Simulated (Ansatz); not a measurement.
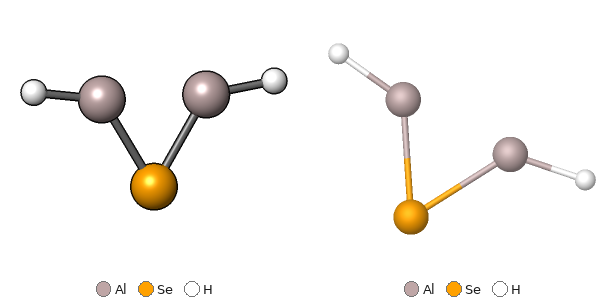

Two views of one molecule.

What does the picture show?

The molecule is Al₂H₂Se. This geometry has C2v symmetry. All atoms lie on one plane. Coordination: 2 Al bent; 1 Se bent.

The parts below concern this one geometry. Atoms keep their numbers from picture to picture. Computed geometry: PBE0-D4/def2-TZVP optimisation. No frequency run is at hand to confirm it as a minimum.

## Dipole moment

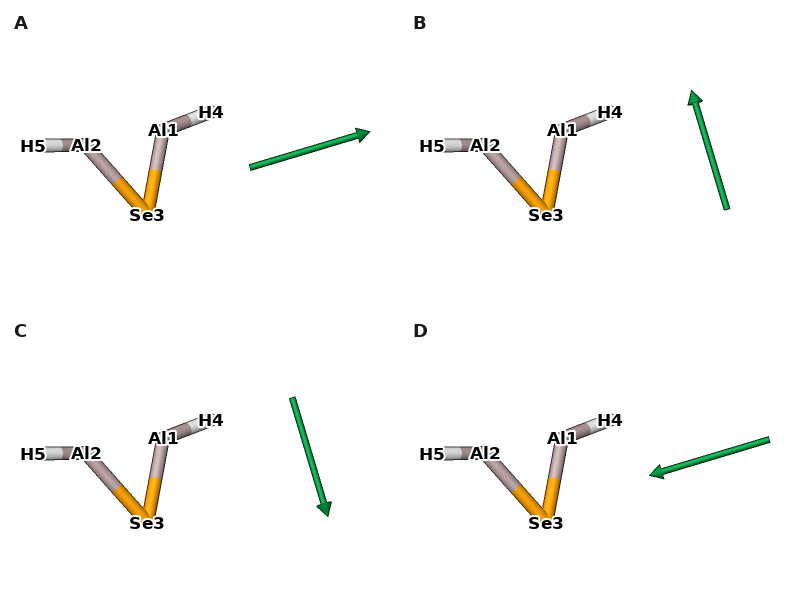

The same molecule four times, each with an arrow. No frequency run is at hand to confirm it as a minimum. Level of theory: RKS PBE0-D4/def2-TZVP (Ansatz 0.2.0).

> Which arrow points along the dipole moment, from the negative to the positive end?

B. The dipole moment is 1.69 D; it points from the side of Se3 to the side of H4, H5 (the outermost atoms at the two ends).

## Electronic properties

No frequency run is at hand to confirm it as a minimum. Properties computed with RKS PBE0-D4/def2-TZVPP (Ansatz 0.2.0).

Predict the main results.

- HOMO energy (Kohn–Sham orbital): −6.13 eV
- LUMO energy (Kohn–Sham orbital): −2.29 eV
- HOMO–LUMO gap: 3.84 eV

## Charges

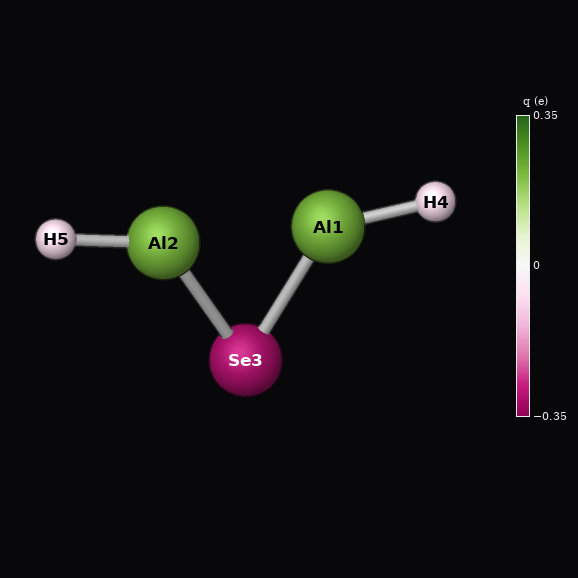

Atoms are coloured by their Mulliken charges. No frequency run is at hand to confirm it as a minimum. Method: RKS PBE0-D4/def2-TZVP (Ansatz 0.2.0).

List the Mulliken charges.

```
atom  value (e)
 Al1       0.22
 Al2       0.22
 Se3      −0.30
  H4      −0.07
  H5      −0.07
```

Mulliken values depend strongly on the basis set and can even reverse the polarity of a bond.
